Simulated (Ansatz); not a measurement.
# SnPt (model cell, started as zinc blende): a soft mode frozen in, part 2 of 3

Wanted: the energy along a soft mode of SnPt (model cell, started as zinc blende) and the structure at the end.

Ansatz 0.2.0; DFT LDA, scalar-relativistic, plane waves, PAW.

So far, highest frequency on the path or at a solved wavevector (cm⁻¹): step 2 (response at finite wavevector) 193. Also lowest frequency on the path (cm⁻¹): step 2 -22.9.

The structure was built from a prototype and need not be the compound's stable phase.

### 5. Energy along the mode, all amplitudes (two of the runs are shown above)

An imaginary frequency means negative curvature, so the energy should fall and then rise again as anharmonic terms take over.

Numbers from this step:

* depth at the lowest point sampled: 2.241 meV/atom
* largest atomic shift at that point: 0.22 Å

The energy from the parent by largest atomic shift:

| largest atomic shift (Å) | energy from the parent (meV/atom) |
| --- | --- |
| 0.000 | 0 |
| 0.040 | -0.183 |
| 0.080 | -0.683 |
| 0.140 | -1.70 |
| 0.220 | -2.24 |
| 0.320 | 2.22 |
| 0.450 | 24.7 |

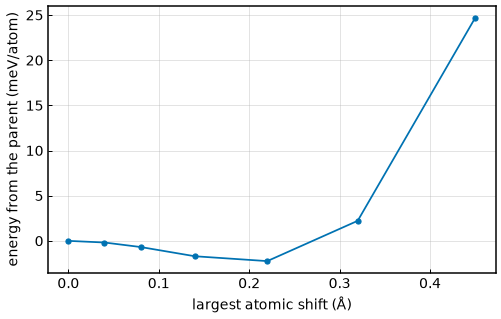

Energy from the parent, plotted against largest atomic shift.

Displacement at unit largest shift by atom:

| atom | x (Å) | y (Å) | z (Å) | size |
| --- | --- | --- | --- | --- |
| Pt1 | 0.00 | 0.00 | -0.89 | 0.89 |
| Pt2 | 0.00 | 0.00 | 0.89 | 0.89 |
| Sn3 | 0.00 | -1.00 | 0.00 | 1.00 |
| Sn4 | 0.00 | 1.00 | 0.00 | 1.00 |

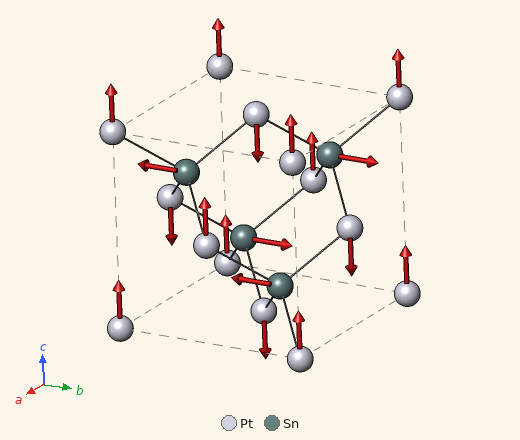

Displacement at unit largest shift as arrows, the longest 1 Å. Bonds to atoms that aren't drawn are left out. Some periodic images of atoms are drawn too.

The lowest of the steps tried is at 0.22 Å, 2.24 meV/atom below the parent; the bottom of the well need not coincide with a step.

### 6. Relaxing from the distorted cell

Starting from the lowest point found, all atoms and the cell are let go, so that strain and other modes of the same symmetry can join in.

input.yaml reads:

```yaml
crystal:
  lattice:
    - [0.0, -2.9533293504, -2.9533293504]
    - [0.0, 2.9533293504, -2.9533293504]
    - [5.9066587008, 0.0, 0.0]
  atoms:
    - { symbol: Pt, position: [0.5330626681, 0.5330626681, 0.5] }
    - { symbol: Pt, position: [-0.0330626681, -0.0330626681, 0.0] }
    - { symbol: Sn, position: [0.0372460999, 0.4627539001, 0.75] }
    - { symbol: Sn, position: [0.4627539001, 0.0372460999, 0.25] }
kpoints:
  mp_grid: { grid: [10, 10, 6] }
hamiltonian:
  xc: lda
scf:
  occupations: { method: methfessel_paxton, width: 0.15 }
output:
  forces: true
  stress: true
  eigenvalues: true
relax:
  adjacent_minimum: "off"
  f_tol: 0.002
  max_steps: 120
  cell: { stress_tol: 0.03 }
```

The run is started by

```bash
ansatz run input.yaml --threads 4 --pin off --max-ram 7168MiB --backend cpu --events-out ev --progress --plain --runs-dir out
```

Numbers of over 12 decimals in the logs are rounded to 6 here.

Log:

```text
[...]
Crystal: 4 atoms, lattice volume = 103.038 Å³
Basis set: ecut = 420 eV, 1963 PW (Γ)
Bands: 39, of which v1, the nominal top of the filled ones, is band 32 counted from 1 (31 counted from 0)
Symmetry: 4 space group operations
[...]
k-points: 124 of 600 (time reversal used)
[...]
SCF iter   1: F=—  HF=-36249.149179 eV  |F-HF|=—  |Δ(HF+E_count)|=         —  Δρ=5.68e-3  dr2=1.74e-2  ethr=1.77e-3  ⟨swp⟩=6.7  Hψ=19615  notcnv=0  defer=1
[...]
SCF iter   6: F=-36249.142357 eV  HF=-36249.142357 eV  |F-HF|=4.71e-8  |Δ(HF+E_count)|=   5.63e-8  S|Δr|=    0.00e0  Δρ=9.50e-6  dr2=9.87e-8  ethr=1.56e-10  ⟨swp⟩=9.6  Hψ=23617  notcnv=0
SCF 1 converged in 6 iterations: F = -36249.142357 eV  dr2 = 9.87e-8
[...]
relax step   1: F+E_penalty+E_count = -36249.14235675 eV  Δ(F+E_penalty+E_count) = +0.000e0 eV  max|allowed force component| = 2.818e-2 eV/Å  Δτ_max = 0.0000 Å  P = -1.751 GPa  Ω = 103.038 Å³  (6 SCF iters, dr2 threshold 1.00e-7 eV, accepted)
Crystal: 4 atoms, lattice volume = 99.095 Å³
Basis set: ecut = 420 eV, 1907 PW (Γ)
[...]
SCF iter   6: F=-36249.170737 eV  HF=-36249.170737 eV  |F-HF|=5.22e-8  |Δ(HF+E_count)|=   8.96e-9  S|Δr|=    0.00e0  Δρ=8.52e-6  dr2=8.59e-8  ethr=6.25e-10  ⟨swp⟩=7.0  Hψ=20344  notcnv=0
SCF 2 converged in 6 iterations: F = -36249.170737 eV  dr2 = 8.59e-8
relax step   2: F+E_penalty+E_count = -36249.17073669 eV  Δ(F+E_penalty+E_count) = -2.838e-2 eV  max|allowed force component| = 1.379e-1 eV/Å  Δτ_max = 0.0294 Å  P = +1.628 GPa  Ω = 99.095 Å³  energy of the carried Pulay correction = +1.576e-3 eV  (6 SCF iters, dr2 threshold 4.00e-7 eV, accepted)
Crystal: 4 atoms, lattice volume = 94.416 Å³
Basis set: ecut = 420 eV, 1849 PW (Γ)
[...]
SCF iter   7: F=-36249.325077 eV  HF=-36249.325077 eV  |F-HF|=1.78e-7  |Δ(HF+E_count)|=   4.10e-7  S|Δr|=    0.00e0  Δρ=1.51e-5  dr2=3.76e-7  ethr=6.25e-10  ⟨swp⟩=7.3  Hψ=22507  notcnv=0
SCF 3 converged in 7 iterations: F = -36249.325077 eV  dr2 = 3.76e-7
relax step   3: F+E_penalty+E_count = -36249.32507678 eV  Δ(F+E_penalty+E_count) = -1.543e-1 eV  max|allowed force component| = 4.188e-1 eV/Å  Δτ_max = 0.1805 Å  P = +1.987 GPa  Ω = 94.416 Å³  energy of the carried Pulay correction = +3.529e-3 eV  (7 SCF iters, dr2 threshold 4.00e-7 eV, accepted)
[... from here on, the SCF cycles and remarks between the steps are left out ...]
relax step   4: F+E_penalty+E_count = -36249.63689688 eV  Δ(F+E_penalty+E_count) = -3.118e-1 eV  max|allowed force component| = 7.754e-1 eV/Å  Δτ_max = 0.1679 Å  P = +0.567 GPa  Ω = 90.741 Å³  energy of the carried Pulay correction = +5.129e-3 eV  (7 SCF iters, dr2 threshold 4.00e-7 eV, accepted)
relax step   5: F+E_penalty+E_count = -36250.08849604 eV  Δ(F+E_penalty+E_count) = -4.516e-1 eV  max|allowed force component| = 1.092e0 eV/Å  Δτ_max = 0.1973 Å  P = -2.375 GPa  Ω = 87.569 Å³  energy of the carried Pulay correction = +6.560e-3 eV  (7 SCF iters, dr2 threshold 4.00e-7 eV, accepted)
relax step   6: F+E_penalty+E_count = -36250.48319639 eV  Δ(F+E_penalty+E_count) = -3.947e-1 eV  max|allowed force component| = 1.620e0 eV/Å  Δτ_max = 0.1309 Å  P = +0.690 GPa  Ω = 82.724 Å³  energy of the carried Pulay correction = +8.840e-3 eV  (7 SCF iters, dr2 threshold 4.00e-7 eV, accepted)
relax step   7: F+E_penalty+E_count = -36250.94977794 eV  Δ(F+E_penalty+E_count) = -4.666e-1 eV  max|allowed force component| = 1.077e0 eV/Å  Δτ_max = 0.1946 Å  P = -0.213 GPa  Ω = 80.262 Å³  energy of the carried Pulay correction = +1.005e-2 eV  (7 SCF iters, dr2 threshold 4.00e-7 eV, accepted)
relax step   8: F+E_penalty+E_count = -36251.23891637 eV  Δ(F+E_penalty+E_count) = -2.891e-1 eV  max|allowed force component| = 7.664e-1 eV/Å  Δτ_max = 0.1976 Å  P = +4.023 GPa  Ω = 76.697 Å³  energy of the carried Pulay correction = +1.185e-2 eV  (7 SCF iters, dr2 threshold 4.00e-7 eV, accepted)
relax step   9: F+E_penalty+E_count = -36251.37255742 eV  Δ(F+E_penalty+E_count) = -1.336e-1 eV  max|allowed force component| = 1.174e-1 eV/Å  Δτ_max = 0.1424 Å  P = +0.465 GPa  Ω = 78.119 Å³  energy of the carried Pulay correction = +1.112e-2 eV  (6 SCF iters, dr2 threshold 4.00e-7 eV, accepted)
relax step  10: F+E_penalty+E_count = -36251.38829832 eV  Δ(F+E_penalty+E_count) = -1.574e-2 eV  max|allowed force component| = 3.552e-3 eV/Å  Δτ_max = 0.0397 Å  P = -0.136 GPa  Ω = 78.225 Å³  energy of the carried Pulay correction = +1.107e-2 eV  (5 SCF iters, dr2 threshold 4.00e-7 eV, accepted)
relax step  11: F+E_penalty+E_count = -36251.38857724 eV  Δ(F+E_penalty+E_count) = -2.789e-4 eV  max|allowed force component| = 3.479e-3 eV/Å  Δτ_max = 0.0080 Å  P = -0.114 GPa  Ω = 78.178 Å³  energy of the carried Pulay correction = +1.109e-2 eV  (4 SCF iters, dr2 threshold 3.24e-7 eV, accepted)
relax step  12: F+E_penalty+E_count = -36251.38867186 eV  Δ(F+E_penalty+E_count) = -9.462e-5 eV  max|allowed force component| = 1.279e-4 eV/Å  Δτ_max = 0.0025 Å  P = +0.037 GPa  Ω = 78.114 Å³  energy of the carried Pulay correction = +1.112e-2 eV  (4 SCF iters, dr2 threshold 7.97e-8 eV, accepted)
relax step  13: F+E_penalty+E_count = -36251.38866471 eV  Δ(F+E_penalty+E_count) = +7.155e-6 eV  max|allowed force component| = 6.416e-5 eV/Å  Δτ_max = 0.0000 Å  P = -0.001 GPa  Ω = 78.133 Å³  energy of the carried Pulay correction = +1.111e-2 eV  (4 SCF iters, dr2 threshold 4.64e-9 eV, accepted)
relax step  14: F+E_penalty+E_count = -36251.40814638 eV  Δ(F+E_penalty+E_count) = -1.948e-2 eV  max|allowed force component| = 6.698e-3 eV/Å  Δτ_max = 0.0000 Å  P = +0.407 GPa  Ω = 78.133 Å³  stress off target by 1.30e0 GPa  SCF on the basis re-selected at this cell (its energy is not comparable with the rows above)  (7 SCF iters)
relax step  15: F+E_penalty+E_count = -36251.41277511 eV  Δ(F+E_penalty+E_count) = -4.629e-3 eV  max|allowed force component| = 1.094e-3 eV/Å  Δτ_max = 0.0176 Å  P = +0.105 GPa  Ω = 78.300 Å³  energy of the carried Pulay correction = -8.798e-5 eV  (5 SCF iters, dr2 threshold 4.00e-7 eV, accepted)
relax step  16: F+E_penalty+E_count = -36251.41326027 eV  Δ(F+E_penalty+E_count) = -4.852e-4 eV  max|allowed force component| = 2.826e-4 eV/Å  Δτ_max = 0.0076 Å  P = -0.002 GPa  Ω = 78.356 Å³  energy of the carried Pulay correction = -1.163e-4 eV  (4 SCF iters, dr2 threshold 2.94e-7 eV, accepted)
relax step  17: F+E_penalty+E_count = -36251.41327208 eV  Δ(F+E_penalty+E_count) = -1.180e-5 eV  max|allowed force component| = 2.225e-4 eV/Å  Δτ_max = 0.0011 Å  P = +0.001 GPa  Ω = 78.353 Å³  energy of the carried Pulay correction = -1.147e-4 eV  (5 SCF iters, dr2 threshold 3.49e-9 eV, accepted)
[...]
SCF iter   5: F=-36251.413444 eV  HF=-36251.413444 eV  |F-HF|=0.00e0  |Δ(HF+E_count)|=    0.00e0  S|Δr|=    0.00e0  Δρ=6.54e-8  dr2=5.23e-12  ethr=1.00e-12  ⟨swp⟩=6.3  Hψ=20570  notcnv=0
SCF 18 converged in 5 iterations: F = -36251.413444 eV  dr2 = 5.23e-12
relax step  18: F+E_penalty+E_count = -36251.41344356 eV  Δ(F+E_penalty+E_count) = -1.715e-4 eV  max|allowed force component| = 2.724e-4 eV/Å  Δτ_max = 0.0000 Å  P = -0.000 GPa  Ω = 78.353 Å³  stress off target by 1.21e-2 GPa  SCF on the basis re-selected at this cell (its energy is not comparable with the rows above)  (5 SCF iters)
[...]
SCF converged after 5 iterations
[...]
Free energy (F): -36251.413444 eV
[...]
Internal energy: -36251.412841 eV  (E = F + TS)
E sigma→0 (E₀):  -36251.413293 eV
Entropy (-TS):   -0.000602 eV (-0.151 meV/atom)
Fermi energy:    16.370120 eV
[...]
--- Forces (eV/Å), atoms counted from 1 ---
  atom   1  Pt     0.00000000     0.00000000     0.00010872
  atom   2  Pt     0.00000000     0.00000000    -0.00010872
  atom   3  Sn     0.00000000     0.00027236     0.00000000
  atom   4  Sn     0.00000000    -0.00027236     0.00000000
  max |Σ_I F_I| component: 0.00e0 eV/Å
--- Stress (GPa, compression-positive) ---
       -0.002502       0.000000       0.000000
        0.000000       0.012087       0.000000
        0.000000       0.000000      -0.010026
  P = ⅓ Tr σ = -0.0001 GPa (-0.001 kbar)
--- Band table (eV; the first three rows and the last of 124) ---
  k-point 0: bands = [... 28 lower, 14.4235, 14.4242, 17.6772, 18.1316, 18.1412, 20.1737, 21.1707, 21.7429, ... 3 higher]
  k-point 1: bands = [... 28 lower, 14.1094, 14.1107, 17.1752, 18.5612, 18.5699, 20.2739, 20.6166, 21.6320, ... 3 higher]
  k-point 2: bands = [... 28 lower, 13.4976, 13.4994, 16.6742, 18.7843, 19.4996, 19.5066, 21.2410, 21.2419, ... 3 higher]
  k-point 123: bands = [... 28 lower, 13.3415, 13.3415, 13.7364, 13.7364, 18.0455, 18.0455, 19.8517, 19.8517, ... 3 higher]
--- Relaxed structure (16 steps of the walk, 16 accepted, 2 SCFs on fresh bases) ---
  F+E_penalty+E_count = -36251.41344356 eV   max|allowed force component| = 2.724e-4 eV/Å   (the final SCF, on the basis selected at the relaxed cell)
  cell:  # Å, volume = 78.3534 Å³
    - [0.0, -3.540960, -2.045593]
    - [0.0, 3.540960, -2.045593]
    - [5.408635, 0.0, 0.0]
  atoms:
    - { symbol: Pt, position: [0.750006, 0.750006, 0.5] }
    - { symbol: Pt, position: [-0.250006, -0.250006, 0.0] }
    - { symbol: Sn, position: [0.083430, 0.416570, 0.75] }
    - { symbol: Sn, position: [0.416570, 0.083430, 0.25] }
```

Run time: 3 min. Hardware: 4 threads of Arm Neoverse V2, shared host; peak memory 0.66 GiB.

The steps of the relaxation:

| step | energy less that of the first step (eV) | largest force component (eV/Å) | pressure (GPa) | volume (Å³) |
| --- | --- | --- | --- | --- |
| 1 | 0.0000 | 0.0282 | -1.75 | 103.04 |
| 2 | -0.0284 | 0.1379 | 1.63 | 99.10 |
| 3 | -0.1827 | 0.4188 | 1.99 | 94.42 |
| 4 | -0.4945 | 0.7754 | 0.57 | 90.74 |
| 5 | -0.9461 | 1.0922 | -2.37 | 87.57 |
| 6 | -1.3408 | 1.6199 | 0.69 | 82.72 |
| 7 | -1.8074 | 1.0767 | -0.21 | 80.26 |
| 8 | -2.0966 | 0.7664 | 4.02 | 76.70 |
| 9 | -2.2302 | 0.1174 | 0.47 | 78.12 |
| 10 | -2.2459 | 0.0036 | -0.14 | 78.22 |
| 11 | -2.2462 | 0.0035 | -0.11 | 78.18 |
| 12 | -2.2463 | 0.0001 | 0.04 | 78.11 |
| 13 | -2.2463 | 0.0001 | 0.00 | 78.13 |
| 14* | -2.2658 | 0.0067 | 0.41 | 78.13 |
| 15 | -2.2704 | 0.0011 | 0.11 | 78.30 |
| 16 | -2.2709 | 0.0003 | 0.00 | 78.36 |
| 17 | -2.2709 | 0.0002 | 0.00 | 78.35 |
| 18* | -2.2711 | 0.0003 | 0.00 | 78.35 |

Relaxation steps marked * repeat the geometry before them on a plane-wave basis chosen anew for their cell, so energy and pressure can jump there.

The run keeps the 4 symmetry operations that it works with, so distortions that break them were not tested.

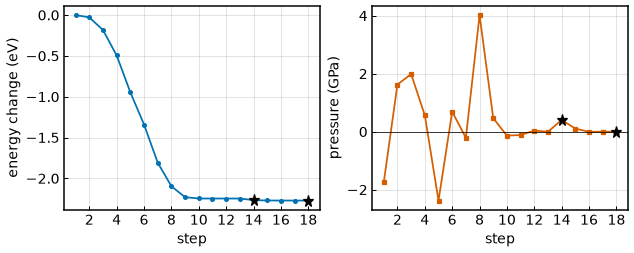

Energy and pressure along the relaxation. Stars mark steps on a basis chosen anew.

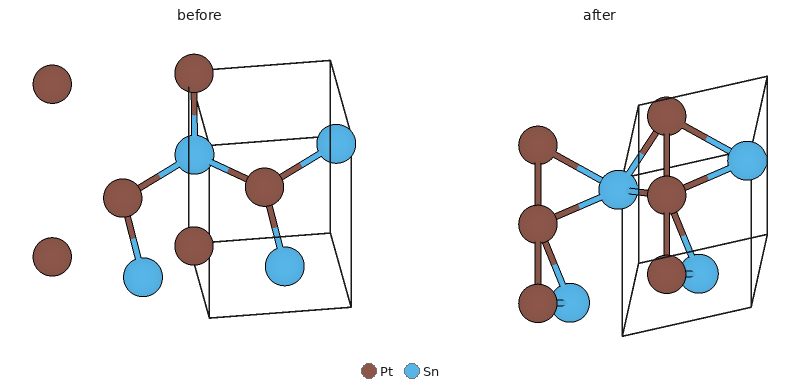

The structure before and after the relaxation, drawn at the same scale. Bonds to atoms that aren't drawn are left out.

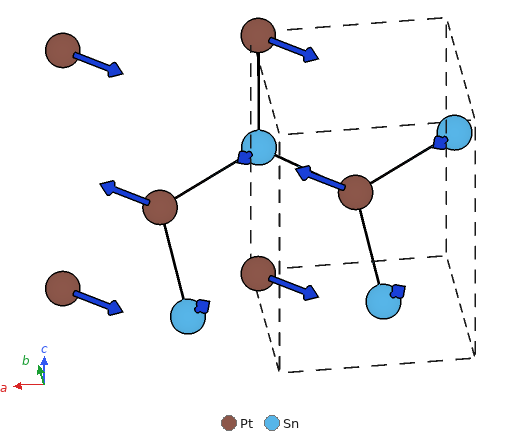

Displacements in the relaxation, exaggerated, measured against the changing cell; the longest in the cell stands for 0.89 Å. Bonds to atoms that aren't drawn are left out. 2×1×1 cells are drawn. Some periodic images of atoms are drawn too.

| cell as run | before | after | change |
| --- | --- | --- | --- |
| a (Å) | 4.177 | 4.089 | -2.1 % |
| b (Å) | 4.177 | 4.089 | -2.1 % |
| c (Å) | 5.907 | 5.409 | -8.4 % |
| γ (°) | 90.00 | 119.97 | +33.3 % |
| volume (Å³/atom) | 25.76 | 19.59 | -24.0 % |

The atoms that moved most (Å, as changes of fractional coordinates times the final cell):

| atom | dx | dy | dz | length |
| --- | --- | --- | --- | --- |
| Pt1 | 0.000 | 0.000 | -0.888 | 0.888 |
| Pt2 | 0.000 | 0.000 | 0.888 | 0.888 |
| Sn3 | 0.000 | -0.327 | 0.000 | 0.327 |
| Sn4 | 0.000 | 0.327 | 0.000 | 0.327 |

This step gave:

```yaml
pressure: -1.47e-4 GPa
volume_per_atom: 19.59 Å³
```

The distorted start has space group C222_1; the relaxation ends in P6_3/mmc.

### 7. The new phase in its own primitive cell

The relaxed structure is symmetrised, reduced to its primitive cell and relaxed tightly, as its phonons need.

input.yaml, the sections that differ from step 6:

```yaml
crystal:
  lattice:
    - [4.0893577082, 0.0, 0.0]
    - [-2.0446788541, 3.5414876604, 0.0]
    - [0.0, 0.0, 5.4086350651]
  atoms:
    - { symbol: Pt, position: [0.0, 0.0, 0.5] }
    - { symbol: Pt, position: [0.0, 0.0, 0.0] }
    - { symbol: Sn, position: [0.3333333333, 0.6666666667, 0.75] }
    - { symbol: Sn, position: [0.6666666667, 0.3333333333, 0.25] }
kpoints:
  mp_grid: { grid: [12, 12, 8] }
relax:
  adjacent_minimum: "off"
  f_tol: 0.001
  max_steps: 60
  cell: { stress_tol: 0.01 }
# hamiltonian, scf, output: as in step 6
```

Log:

```text
[...]
Crystal: 4 atoms, lattice volume = 78.330 Å³
Basis set: ecut = 420 eV, 1555 PW (Γ)
Bands: 39, of which v1, the nominal top of the filled ones, is band 32 counted from 1 (31 counted from 0)
Symmetry: 24 space group operations
[...]
k-points: 95 of 1152
[...]
--- Relaxed structure (3 steps of the walk, 2 accepted, 1 SCFs on fresh bases) ---
[...]
cell:  # Å, volume = 78.3795 Å³
    - [4.092019, 0.0, 0]
    - [-2.046009, 3.543792, 0]
    - [0, 0, 5.405012]
  atoms:
    - { symbol: Pt, position: [0, 0, 0.500000] }
    - { symbol: Pt, position: [0, 0, 0] }
    - { symbol: Sn, position: [0.333333, 0.666667, 0.750000] }
    - { symbol: Sn, position: [0.666667, 0.333333, 0.250000] }
[key lines of the parts left out:]
SCF converged after 4 iterations
Free energy (F): -36251.422184 eV
Fermi energy:    16.367094 eV
P = ⅓ Tr σ = -0.0002 GPa (-0.002 kbar)
```

The job ended after 13 s (4 threads; peak memory 0.54 GiB; 52 s of CPU time).

Little changed from the start: no atom moved by 0.005 Å and no cell edge by 0.1 %.

This step gave:

```
pressure : -1.65e-4 GPa
```

The forces vanish by symmetry and the pressure is 0.000 GPa, within the tolerances set. The cell now holds 19.59 Å³/atom.

[end of part 2 of 3]

[Logs are printed without paths, hosts, clocks, repeated set-up lines and the standing remarks that a program may print on its own settings, such as how far it seeks lower states.]

[Hosts, paths, dates, database ids (printed as entryN), source tags and the programs' standing remarks are cut or masked in the printed files.]
